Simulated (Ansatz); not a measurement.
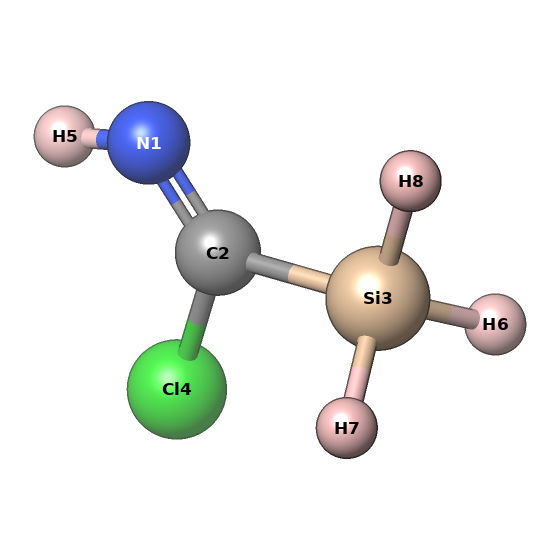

Atoms fade into the background with distance from the viewer. The geometry was computed by an optimisation with PBE-D4/def2-SVP. No frequency run is at hand to confirm it as a minimum.

Q: Find the stereocentres and stereogenic double bonds.

A: Double bonds: N1=C2.

Q: What are the Cahn–Ingold–Prelog descriptors?

A: N1=C2: Z.

Q: Write the isomeric SMILES.

A: [H]/N=C(/[SiH3])Cl
